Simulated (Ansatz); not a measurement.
**F2H4O2Si2 + H2O: a complex and its separated parts, part 1 of 2**

The complex below is one end of an elementary step. How strongly is it bound against its free parts?

Method: PBE0-D4/def2-TZVP structures, single points in def2-TZVPP, no counterpoise correction; program: Ansatz 0.2.0, Gaussian basis.

Levels: SPW92, PBE-D4, BLYP-D4, r2SCAN-D4, B97M-V, PBE0-D4, B3LYP-D4, r2SCAN0-D4, BHLYP-D4, CAM-B3LYP-D4, wB97X-V, wB97M-V, B2PLYP, PBE-QIDH, RPA on PBE, Hartree-Fock, MP2, CCSD, CCSD(T).

Cores are frozen in the correlated methods. B3LYP uses VWN-RPA correlation. B2PLYP carries no dispersion term here.

94 further runs of the same task are left out: 94 set aside as unsound or not needed. Runs told in other sessions of the task aren't counted.

## (1) The starting structure

The complex: 13 atoms, charge 0, spin multiplicity 1.

Atoms are counted from 1 here; the program's logs count them from 0.

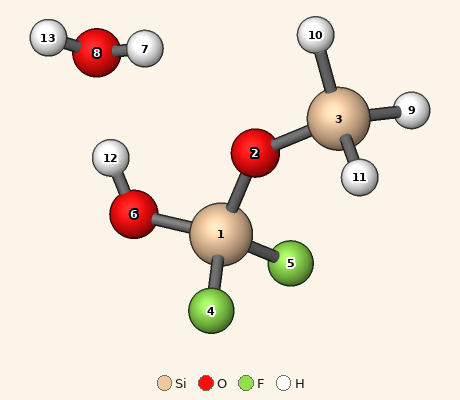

As it starts; silicon light orange, oxygen red, fluorine green, hydrogen white; atoms are numbered from 1 in the order of the file.

As a file:

```xyz
13
charge 0, multiplicity 1
Si   -0.6103   -0.1357    1.3739
O    -0.2023   -0.4513   -0.1630
Si   -0.4848   -1.5303   -1.3776
F    -0.0497   -1.2882    2.2967
F    -2.1804   -0.2184    1.5179
O    -0.0601    1.2897    1.8369
H     1.1895    1.4233   -0.8170
O     1.3235    2.2317   -0.3110
H    -1.9041   -1.4630   -1.7998
H     0.3973   -1.1350   -2.5037
H    -0.1494   -2.9038   -0.9306
H     0.4604    1.7910    1.1792
H     2.2705    2.3899   -0.3018
```

Its parts: F2H4O2Si2 holds atoms 1, 2, 3, 4, 5, 6, 9, 10, 11, 12; H2O holds atoms 7, 8, 13. Each part counts its atoms afresh in its own runs.

## (2) Relaxing F2H4O2Si2 alone

relax-a/in.yaml reads:

```yaml
crystal:
  periodic: [false, false, false]
  atoms:
    - {symbol: Si, position_ang: [-0.610269, -0.135660, 1.373876]}
    - {symbol: O, position_ang: [-0.202330, -0.451346, -0.163003]}
    - {symbol: Si, position_ang: [-0.484802, -1.530326, -1.377648]}
    - {symbol: F, position_ang: [-0.049708, -1.288178, 2.296655]}
    - {symbol: F, position_ang: [-2.180424, -0.218438, 1.517940]}
    - {symbol: O, position_ang: [-0.060074, 1.289655, 1.836866]}
    - {symbol: H, position_ang: [-1.904066, -1.462956, -1.799754]}
    - {symbol: H, position_ang: [0.397258, -1.134980, -2.503688]}
    - {symbol: H, position_ang: [-0.149445, -2.903800, -0.930554]}
    - {symbol: H, position_ang: [0.460398, 1.791017, 1.179246]}
basis:
  gaussian: {orbitals: def2-TZVP}
hamiltonian: {xc: pbe0, dispersion: d4}
relax: {f_tol: 0.005, max_steps: 200}
```

Run with:

```console
$ ansatz run in.yaml --threads 4 --pin off --events-out ev --progress --plain --max-ram 41984MiB --backend cuda --devices 0, --max-vram 37GiB
```

Log, cut to the lines that bear on the results:

```text
Functional definition: PBE0
  name "PBE0"
  cite "Adamo & Barone, J. Chem. Phys. 110, 6158 (1999) doi:10.1063/1.478522"
  cite "Perdew, Burke & Ernzerhof, Phys. Rev. Lett. 77, 3865 (1996) doi:10.1103/PhysRevLett.77.3865"
  parent pbe
[...]
1326 factors; their error is unknown
[...]
mean field -25344.56721060 eV, -931.3956658248 hartree, gradient 3.4e-5 eV, S^2 0.000000; 0 other end points of the search recorded, 0 dependent functions left out
[...]
reference -25344.56724273 eV, -931.3956670057 hartree; 33, 33 occupied and 189, 189 virtual orbitals, 1326 factors
[...]
Atom 2 at    -0.501437    -1.560537    -1.424557 Å, force     0.002227     0.001370    -0.002362 eV/Å
Atom 3 at     0.051857    -1.172169     2.273202 Å, force    -0.000091     0.000513    -0.000067 eV/Å
Atom 4 at    -2.198201    -0.184357     1.667691 Å, force    -0.000355     0.000081     0.000066 eV/Å
Atom 5 at    -0.186378     1.388056     1.703069 Å, force     0.004498    -0.000246    -0.002038 eV/Å
Atom 6 at    -1.897178    -1.573031    -1.924606 Å, force    -0.000046    -0.001741     0.001328 eV/Å
Atom 7 at     0.418602    -1.109613    -2.494757 Å, force     0.000169     0.000794    -0.000286 eV/Å
Atom 8 at    -0.117068    -2.916645    -0.962055 Å, force    -0.002249    -0.000252     0.000697 eV/Å
Atom 9 at     0.681638     1.683500     1.427983 Å, force    -0.004896    -0.001645     0.001691 eV/Å
Dipole moment:     0.362594     0.075519    -0.376117 e Å
```

Wall time 66 s (1 × a share of an NVIDIA H100 with 4 threads of AMD EPYC 7R13, shared host); peak host memory 0.89 GiB.

Relaxation path: (the energy doesn't fall at every step)

```tsv
step	energy from step 1 (eV)	largest force component (eV/Å)
1	0.0000	0.8944
2	-0.0179	0.5593
3	-0.0251	0.0993
4	-0.0276	0.0953
5	-0.0291	0.0335
6	-0.0297	0.0050
7	-0.0298	0.0023
8	-0.0299	0.0099
9	-0.0297	0.0322
10	-0.0299	0.0078
11	-0.0299	0.0129
12	-0.0252	0.2530
13	-0.0300	0.0594
14	-0.0303	0.0687
15	-0.0297	0.1536
16	-0.0303	0.1534
17	-0.0307	0.0180
18	-0.0293	0.3249
19	-0.0310	0.0374
20	-0.0314	0.0805
21	-0.0319	0.0676
22	-0.0333	0.0368
23	-0.0335	0.0535
24	-0.0341	0.0063
25	-0.0277	0.7480
26	-0.0342	0.0283
27	-0.0342	0.0188
28	-0.0343	0.0061
29	-0.0343	0.0027
30	-0.0343	0.0145
31	-0.0343	0.0049
```

Close pairs (by a distance rule), those that changed most:

```tsv
bond	before (Å)	after (Å)	change (Å)
Si1–O2	1.621	1.601	-0.020
O6–H10	0.977	0.957	-0.020
Si1–O6	1.596	1.610	+0.014
Si1–F5	1.579	1.573	-0.006
O2–Si3	1.649	1.644	-0.005
Si3–H8	1.484	1.482	-0.002
Si3–H9	1.483	1.483	+0.001
Si1–F4	1.579	1.580	+0.001
```

## (3) Relaxing H2O alone

relax-b/in.yaml reads:

```yaml
crystal:
  periodic: [false, false, false]
  atoms:
    - {symbol: H, position_ang: [1.189500, 1.423335, -0.816962]}
    - {symbol: O, position_ang: [1.323492, 2.231712, -0.311043]}
    - {symbol: H, position_ang: [2.270469, 2.389866, -0.301832]}
basis:
  gaussian: {orbitals: def2-TZVP}
hamiltonian: {xc: pbe0, dispersion: d4}
relax: {f_tol: 0.005, max_steps: 200}
```

Run with:

```console
$ ansatz run in.yaml --threads 4 --pin off --events-out ev --progress --plain --max-ram 41984MiB --backend cpu
```

Log, cut to the lines that bear on the results:

```text
[... 5 set-up lines as earlier in the session ...]
[...]
239 factors; their error is unknown
[...]
mean field -2078.33163586 eV, -76.3772788739 hartree, gradient 1.4e-5 eV, S^2 0.000000; 0 other end points of the search recorded, 0 dependent functions left out
[...]
reference -2078.33309082 eV, -76.3773323427 hartree; 5, 5 occupied and 38, 38 virtual orbitals, 239 factors
Total energy: -2078.33734664 eV, -76.3774887412 hartree
Atom 0 at     1.196771     1.427476    -0.815012 Å, force    -0.000011    -0.000061    -0.000038 eV/Å
Atom 1 at     1.319455     2.233731    -0.309353 Å, force     0.000015     0.000059     0.000037 eV/Å
Atom 2 at     2.267234     2.383706    -0.305471 Å, force    -0.000003     0.000001     0.000001 eV/Å
Dipole moment:     0.304235    -0.241989    -0.185019 e Å
```

Run time: 1.5 s. Hardware: 4 threads of AMD EPYC 7R13, shared host.

Step by step:

```tsv
step	energy from step 1 (eV)	largest force component (eV/Å)
1	0.0000	0.1724
2	-0.0011	0.0618
3	-0.0014	0.0200
4	-0.0014	0.0001
```

Close pairs (by a distance rule), those that changed most:

```tsv
bond	before (Å)	after (Å)	change (Å)
H1–O2	0.963	0.960	-0.003
O2–H3	0.960	0.960	-0.001
```

## (4) SPW92/def2-TZVPP

parta/in.yaml reads:

```yaml
crystal:
  periodic: [false, false, false]
  atoms:
    - {symbol: Si, position_ang: [-0.659924, -0.109169, 1.346154]}
    - {symbol: O, position_ang: [-0.375374, -0.491047, -0.182187]}
    - {symbol: Si, position_ang: [-0.501437, -1.560537, -1.424557]}
    - {symbol: F, position_ang: [0.051857, -1.172169, 2.273202]}
    - {symbol: F, position_ang: [-2.198201, -0.184357, 1.667691]}
    - {symbol: O, position_ang: [-0.186378, 1.388056, 1.703069]}
    - {symbol: H, position_ang: [-1.897178, -1.573031, -1.924606]}
    - {symbol: H, position_ang: [0.418602, -1.109613, -2.494757]}
    - {symbol: H, position_ang: [-0.117068, -2.916645, -0.962055]}
    - {symbol: H, position_ang: [0.681638, 1.683500, 1.427983]}
basis:
  gaussian: {orbitals: def2-TZVPP}
hamiltonian: {xc: lda}
```

partb/in.yaml reads:

```yaml
crystal:
  periodic: [false, false, false]
  atoms:
    - {symbol: H, position_ang: [1.196771, 1.427476, -0.815012]}
    - {symbol: O, position_ang: [1.319455, 2.233731, -0.309353]}
    - {symbol: H, position_ang: [2.267234, 2.383706, -0.305471]}
basis:
  gaussian: {orbitals: def2-TZVPP}
hamiltonian: {xc: lda}
```

One command serves all of them, each in its own folder.

Run with:

```console
$ ansatz run in.yaml --threads 4 --pin off --events-out ev --progress --plain --max-ram 41984MiB --backend cpu
```

Output in parta, cut to the lines that bear on the results:

```text
Functional definition: SPW92
  name "SPW92"
  cite "Dirac, Proc. Camb. Phil. Soc. 26, 376 (1930) doi:10.1017/S0305004100016108"
  cite "Slater, Phys. Rev. 81, 385 (1951) doi:10.1103/PhysRev.81.385"
  cite "Perdew & Wang, Phys. Rev. B 45, 13244 (1992) doi:10.1103/PhysRevB.45.13244"
[...]
1426 factors; their error is unknown
[...]
mean field -25233.75042502 eV, -927.3232240693 hartree, gradient 2.1e-5 eV, S^2 0.000000; 0 other end points of the search recorded, 0 dependent functions left out
reference -25233.75046623 eV, -927.3232255835 hartree; 33, 33 occupied and 231, 231 virtual orbitals, 1426 factors
Total energy: -25233.75046623 eV, -927.3232255835 hartree
```

Output in partb, cut to the lines that bear on the results:

```text
[... 5 set-up lines as earlier in the session ...]
[...]
269 factors; their error is unknown
[...]
mean field -2065.39694318 eV, -75.9019376857 hartree, gradient 5.3e-5 eV, S^2 0.000000; 0 other end points of the search recorded, 0 dependent functions left out
reference -2065.39696202 eV, -75.9019383777 hartree; 5, 5 occupied and 54, 54 virtual orbitals, 269 factors
Total energy: -2065.39696202 eV, -75.9019383777 hartree
```

They took 1.3 s (parta), 0.26 s (partb) on 4 threads of AMD EPYC 7R13, shared host.

## (5) PBE-D4/def2-TZVPP

The same edit goes into each in.yaml of step 4 (parta, partb):

```diff
-hamiltonian: {xc: lda}
+hamiltonian: {xc: pbe, dispersion: d4}
```

The same command starts each run, in its folder.

Run with:

```console
$ ansatz run in.yaml --threads 4 --pin off --events-out ev --progress --plain --max-ram 41984MiB --backend cpu
```

Log of parta, cut to the lines that bear on the results:

```text
Functional definition: PBE
  name "PBE"
[... 2 set-up lines as earlier in the session ...]
[...]
1426 factors; their error is unknown
[...]
mean field -25342.95014090 eV, -931.3362396094 hartree, gradient 2.9e-5 eV, S^2 0.000000; 0 other end points of the search recorded, 0 dependent functions left out
reference -25342.95018537 eV, -931.3362412436 hartree; 33, 33 occupied and 231, 231 virtual orbitals, 1426 factors
Total energy: -25343.18208781 eV, -931.3447635011 hartree
```

Log of partb, cut to the lines that bear on the results:

```text
[... 4 set-up lines as earlier in the session ...]
[...]
269 factors; their error is unknown
[...]
mean field -2078.40756907 eV, -76.3800693681 hartree, gradient 4.4e-5 eV, S^2 0.000000; 0 other end points of the search recorded, 0 dependent functions left out
reference -2078.40758954 eV, -76.3800701205 hartree; 5, 5 occupied and 54, 54 virtual orbitals, 269 factors
Total energy: -2078.41290660 eV, -76.3802655185 hartree
```

Wall times: 2.1 s (parta), 0.26 s (partb) on 4 threads of AMD EPYC 7R13, shared host.

## (6) BLYP-D4/def2-TZVPP

The same edit goes into each in.yaml of step 5 (parta, partb):

```diff
-hamiltonian: {xc: pbe, dispersion: d4}
+hamiltonian: {xc: {name: BLYP}, dispersion: d4}
```

One command serves all of them, each in its own folder.

Run with:

```console
$ ansatz run in.yaml --threads 4 --pin off --events-out ev --progress --plain --max-ram 41984MiB --backend cpu
```

Log of parta, cut to the lines that bear on the results:

```text
Functional definition: BLYP
  name "BLYP"
  cite "Becke, Phys. Rev. A 38, 3098 (1988) doi:10.1103/PhysRevA.38.3098"
  cite "Lee, Yang & Parr, Phys. Rev. B 37, 785 (1988) doi:10.1103/PhysRevB.37.785"
[...]
1426 factors; their error is unknown
[...]
mean field -25359.63755786 eV, -931.9494908717 hartree, gradient 3.3e-5 eV, S^2 0.000000; 0 other end points of the search recorded, 0 dependent functions left out
reference -25359.63793053 eV, -931.9495045669 hartree; 33, 33 occupied and 231, 231 virtual orbitals, 1426 factors
Total energy: -25360.14530439 eV, -931.9681502125 hartree
```

Log of partb, cut to the lines that bear on the results:

```text
[... 4 set-up lines as earlier in the session ...]
[...]
269 factors; their error is unknown
[...]
mean field -2080.27678393 eV, -76.4487617471 hartree, gradient 8.6e-5 eV, S^2 0.000000; 0 other end points of the search recorded, 0 dependent functions left out
reference -2080.27697348 eV, -76.4487687129 hartree; 5, 5 occupied and 54, 54 virtual orbitals, 269 factors
Total energy: -2080.28981588 eV, -76.4492406626 hartree
```

Times: 2.4 s (parta), 0.43 s (partb) on 4 threads of AMD EPYC 7R13, shared host.

## (7) r2SCAN-D4/def2-TZVPP

The same edit goes into each in.yaml of step 6 (parta, partb):

```diff
-hamiltonian: {xc: {name: BLYP}, dispersion: d4}
+hamiltonian: {xc: r2scan, dispersion: d4}
```

One command serves all of them, each in its own folder.

Run with:

```console
$ ansatz run in.yaml --threads 4 --pin off --events-out ev --progress --plain --max-ram 41984MiB --backend cpu
```

Log of parta, cut to the lines that bear on the results:

```text
Functional definition: r2SCAN
  name "r2SCAN"
  cite "Furness, Kaplan, Ning, Perdew & Sun, J. Phys. Chem. Lett. 11, 8208 (2020) doi:10.1021/acs.jpclett.0c02405"
  cite "Furness, Kaplan, Ning, Perdew & Sun, J. Phys. Chem. Lett. 11, 9248 (2020) doi:10.1021/acs.jpclett.0c03077"
  parent r2scan
[...]
1426 factors; their error is unknown
[...]
mean field -25355.47842556 eV, -931.7966455788 hartree, gradient 6.1e-5 eV, S^2 0.000000; 0 other end points of the search recorded, 0 dependent functions left out
reference -25355.47843871 eV, -931.7966460619 hartree; 33, 33 occupied and 231, 231 virtual orbitals, 1426 factors
Total energy: -25355.53541758 eV, -931.7987399970 hartree
```

Log of partb, cut to the lines that bear on the results:

```text
[... 5 set-up lines as earlier in the session ...]
[...]
269 factors; their error is unknown
[...]
mean field -2079.58114715 eV, -76.4231975670 hartree, gradient 8.5e-5 eV, S^2 0.000000; 0 other end points of the search recorded, 0 dependent functions left out
reference -2079.58115235 eV, -76.4231977583 hartree; 5, 5 occupied and 54, 54 virtual orbitals, 269 factors
Total energy: -2079.58242488 eV, -76.4232445227 hartree
```

They took 3.6 s (parta), 0.51 s (partb) on 4 threads of AMD EPYC 7R13, shared host.

## (8) B97M-V/def2-TZVPP

Each input of step 7 (parta, partb) changes in the same lines:

```diff
-hamiltonian: {xc: r2scan, dispersion: d4}
+hamiltonian: {xc: {name: B97M-V}}
```

Each run has its own folder and the same command.

Run with:

```console
$ ansatz run in.yaml --threads 4 --pin off --events-out ev --progress --plain --max-ram 41984MiB --backend cpu
```

parta printed, cut to the lines that bear on the results:

```text
Functional definition: B97M-V
  name "B97M-V"
  cite "Mardirossian & Head-Gordon, J. Chem. Phys. 142, 074111 (2015) doi:10.1063/1.4907719"
  cite "Becke, J. Chem. Phys. 107, 8554 (1997) doi:10.1063/1.475007"
  cite "Vydrov & Van Voorhis, J. Chem. Phys. 133, 244103 (2010) doi:10.1063/1.3521275"
  # Of w^i u^j: cxij and so on, Table III.
[...]
  gx(w, u) = cx00 + cx01*u + cx02*u^2 + (cx10 + cx11*u)*w
[...]
  gos(w, u) = cos00 + cos01*u + cos03*u^3 + cos10*w + cos32*w^3*u^2
[...]
      + integral(e_c_pw_mod_opposite_spin*gos(b97_w_opposite, b97_u_opposite)) + vv10(b, c)
1426 factors; their error is unknown
[...]
mean field -25353.79509442 eV, -931.7347843005 hartree, gradient 3.7e-5 eV, S^2 0.000000; 0 other end points of the search recorded, 0 dependent functions left out
reference -25353.79516044 eV, -931.7347867267 hartree; 33, 33 occupied and 231, 231 virtual orbitals, 1426 factors
Total energy: -25353.79516044 eV, -931.7347867267 hartree
```

partb printed, cut to the lines that bear on the results:

```text
[... 5 set-up lines as earlier in the session ...]
  # Of w^i u^j: cxij and so on, Table III.
[...]
  gx(w, u) = cx00 + cx01*u + cx02*u^2 + (cx10 + cx11*u)*w
[...]
  gos(w, u) = cos00 + cos01*u + cos03*u^3 + cos10*w + cos32*w^3*u^2
[...]
      + integral(e_c_pw_mod_opposite_spin*gos(b97_w_opposite, b97_u_opposite)) + vv10(b, c)
269 factors; their error is unknown
[...]
mean field -2079.93551322 eV, -76.4362202800 hartree, gradient 2.9e-5 eV, S^2 0.000000; 0 other end points of the search recorded, 0 dependent functions left out
reference -2079.93554004 eV, -76.4362212655 hartree; 5, 5 occupied and 54, 54 virtual orbitals, 269 factors
Total energy: -2079.93554004 eV, -76.4362212655 hartree
```

Times: 6.5 s (parta), 0.77 s (partb) on 4 threads of AMD EPYC 7R13, shared host.

## (9) PBE0-D4/def2-TZVPP

Each input of step 8 (parta, partb) changes in the same lines:

```diff
-hamiltonian: {xc: {name: B97M-V}}
+hamiltonian: {xc: pbe0, dispersion: d4}
+output: {orbitals: {seedname: orbitals}}
```

The same command starts each run, in its folder.

Run with:

```console
$ ansatz run in.yaml --threads 4 --pin off --events-out ev --progress --plain --max-ram 41984MiB --backend cpu
```

parta printed, cut to the lines that bear on the results:

```text
[... 5 set-up lines as earlier in the session ...]
[...]
1432 factors; their error is unknown
[...]
mean field -25344.66534505 eV, -931.3992721993 hartree, gradient 2.5e-5 eV, S^2 0.000000; 0 other end points of the search recorded, 0 dependent functions left out
reference -25344.66537742 eV, -931.3992733889 hartree; 33, 33 occupied and 231, 231 virtual orbitals, 1432 factors
Total energy: -25344.86207431 eV, -931.4065018662 hartree
```

Output in partb, cut to the lines that bear on the results:

```text
[... 5 set-up lines as earlier in the session ...]
[...]
269 factors; their error is unknown
[...]
mean field -2078.42782072 eV, -76.3808136025 hartree, gradient 1.2e-5 eV, S^2 0.000000; 0 other end points of the search recorded, 0 dependent functions left out
reference -2078.42783522 eV, -76.3808141355 hartree; 5, 5 occupied and 54, 54 virtual orbitals, 269 factors
Total energy: -2078.43209105 eV, -76.3809705340 hartree
```

Wall times: 3.4 s (parta), 0.37 s (partb) on 4 threads of AMD EPYC 7R13, shared host; peak memory 0.76 GiB.

## (10) B3LYP-D4/def2-TZVPP

The same edit goes into each in.yaml of step 9 (parta, partb):

```diff
-hamiltonian: {xc: pbe0, dispersion: d4}
-output: {orbitals: {seedname: orbitals}}
+hamiltonian: {xc: {name: B3LYP}, dispersion: d4}
```

Each run has its own folder and the same command.

Run with:

```console
$ ansatz run in.yaml --threads 4 --pin off --events-out ev --progress --plain --max-ram 41984MiB --backend cpu
```

Output in parta, cut to the lines that bear on the results:

```text
Functional definition: B3LYP
  name "B3LYP"
  cite "Stephens, Devlin, Chabalowski & Frisch, J. Phys. Chem. 98, 11623 (1994) doi:10.1021/j100096a001"
[... 2 set-up lines as earlier in the session ...]
  cite "Vosko, Wilk & Nusair, Can. J. Phys. 58, 1200 (1980) doi:10.1139/p80-159"
[...]
1432 factors; their error is unknown
[...]
mean field -25362.18293727 eV, -932.0430318396 hartree, gradient 2.7e-5 eV, S^2 0.000000; 0 other end points of the search recorded, 0 dependent functions left out
reference -25362.18321087 eV, -932.0430418943 hartree; 33, 33 occupied and 231, 231 virtual orbitals, 1432 factors
Total energy: -25362.55797585 eV, -932.0568142531 hartree
```

partb printed, cut to the lines that bear on the results:

```text
[... 6 set-up lines as earlier in the session ...]
[...]
269 factors; their error is unknown
[...]
mean field -2080.76395961 eV, -76.4666651232 hartree, gradient 1.1e-5 eV, S^2 0.000000; 0 other end points of the search recorded, 0 dependent functions left out
reference -2080.76409797 eV, -76.4666702079 hartree; 5, 5 occupied and 54, 54 virtual orbitals, 269 factors
Total energy: -2080.77252402 eV, -76.4669798595 hartree
```

Times: 3.3 s (parta), 0.41 s (partb) on 4 threads of AMD EPYC 7R13, shared host.

## (11) r2SCAN0-D4/def2-TZVPP

The same edit goes into each in.yaml of step 10 (parta, partb):

```diff
-hamiltonian: {xc: {name: B3LYP}, dispersion: d4}
+hamiltonian: {xc: {name: r2SCAN0}, dispersion: d4}
```

Each run has its own folder and the same command.

Run with:

```console
$ ansatz run in.yaml --threads 4 --pin off --events-out ev --progress --plain --max-ram 41984MiB --backend cpu
```

Log of parta, cut to the lines that bear on the results:

```text
Functional definition: r2SCAN0
  name "r2SCAN0"
  cite "Bursch, Neugebauer, Ehlert & Grimme, J. Chem. Phys. 156, 134105 (2022) doi:10.1063/5.0086040"
[... 3 set-up lines as earlier in the session ...]
[...]
1432 factors; their error is unknown
[...]
mean field -25354.01701455 eV, -931.7429397147 hartree, gradient 3.3e-5 eV, S^2 0.000000; 0 other end points of the search recorded, 0 dependent functions left out
reference -25354.01702477 eV, -931.7429400905 hartree; 33, 33 occupied and 231, 231 virtual orbitals, 1432 factors
Total energy: -25354.08452799 eV, -931.7454207880 hartree
```

partb printed, cut to the lines that bear on the results:

```text
[... 6 set-up lines as earlier in the session ...]
[...]
269 factors; their error is unknown
[...]
mean field -2079.27470688 eV, -76.4119360948 hartree, gradient 2.0e-5 eV, S^2 0.000000; 0 other end points of the search recorded, 0 dependent functions left out
reference -2079.27471098 eV, -76.4119362454 hartree; 5, 5 occupied and 54, 54 virtual orbitals, 269 factors
Total energy: -2079.27611513 eV, -76.4119878470 hartree
```

Wall times: 4.4 s (parta), 0.73 s (partb) on 4 threads of AMD EPYC 7R13, shared host.

## (12) BHLYP-D4/def2-TZVPP

The same edit goes into each in.yaml of step 11 (parta, partb):

```diff
-hamiltonian: {xc: {name: r2SCAN0}, dispersion: d4}
+hamiltonian: {xc: {name: BHLYP}, dispersion: d4}
```

Each run has its own folder and the same command.

Run with:

```console
$ ansatz run in.yaml --threads 4 --pin off --events-out ev --progress --plain --max-ram 41984MiB --backend cpu
```

Log of parta, cut to the lines that bear on the results:

```text
Functional definition: BHLYP
  name "BHLYP"
  cite "Becke, J. Chem. Phys. 98, 1372 (1993) doi:10.1063/1.464304"
[... 2 set-up lines as earlier in the session ...]
[...]
1560 factors; their error is unknown
[...]
mean field -25357.45252663 eV, -931.8691924551 hartree, gradient 1.4e-5 eV, S^2 0.000000; 0 other end points of the search recorded, 0 dependent functions left out
reference -25357.45270901 eV, -931.8691991573 hartree; 33, 33 occupied and 231, 231 virtual orbitals, 1560 factors
Total energy: -25357.74621238 eV, -931.8799852072 hartree
```

Output in partb, cut to the lines that bear on the results:

```text
[... 5 set-up lines as earlier in the session ...]
[...]
295 factors; their error is unknown
[...]
mean field -2079.57890858 eV, -76.4231153012 hartree, gradient 2.0e-5 eV, S^2 0.000000; 0 other end points of the search recorded, 0 dependent functions left out
reference -2079.57899937 eV, -76.4231186377 hartree; 5, 5 occupied and 54, 54 virtual orbitals, 295 factors
Total energy: -2079.58395118 eV, -76.4233006133 hartree
```

Wall times: 3 s (parta), 0.42 s (partb) on 4 threads of AMD EPYC 7R13, shared host.

(Continued in part 2 of 2.)
